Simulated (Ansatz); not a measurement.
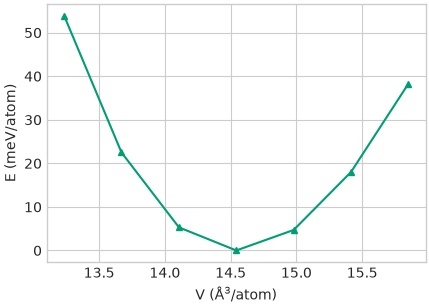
Figure. YCu₅ in space group P6/mmm (No. 191; Cu on 3g, Cu on 2c, Y on 1a) under volume change, the program Ansatz at the r²SCAN level (PAW), shape and atoms relaxed at each volume.

Task: What does a third-order Birch–Murnaghan fit give for V₀, B₀ and B′?

Result: V₀ = 14.54 Å³/atom, B₀ = 123 GPa, B′ = 4.6.

The workflow started from an entry of the Crystallography Open Database (COD). Whether it is the stable phase at ambient conditions was not checked. Symmetry was held in the r²SCAN relaxation; its stability against distortions is not shown here. No spin polarisation was allowed.

Potentials: the later of the program's two PAW sets.
